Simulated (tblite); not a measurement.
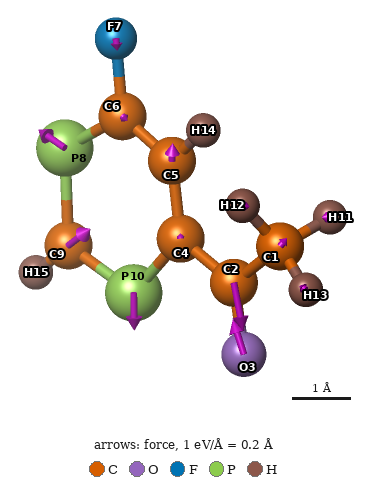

Starting geometry of C6H5FOP2 with the computed forces as purple arrows. A ball-and-stick model, seen from a free direction.

The calculation used GFN2-xTB geometry optimisation, gas phase in tblite. 

What follows when this structure is relaxed?

It isn't relaxed: the largest force vector, on C2, is 4.27 eV/Å. The final displacements follow the starting forces only in part (cosine between the two patterns 0.41). Over 54 geometry steps the energy falls by 1.250 eV. The largest move after the best rigid fit is that of H11, 0.36 Å. Largest moves by element: H 0.36 Å, C 0.28 Å, P 0.17 Å, O 0.12 Å, F 0.11 Å. Some distances before and after: P8–P10 2.865 → 3.184 Å, C2–O3 1.269 → 1.215 Å, C1–H11 1.119 → 1.088 Å, C1–H13 1.106 → 1.087 Å. Among the angles between lasting bonds that change: P8–C9–P10 110.2° → 133.9°, C6–P8–C9 117.4° → 100.2°, C4–P10–C9 117.8° → 101.9°.
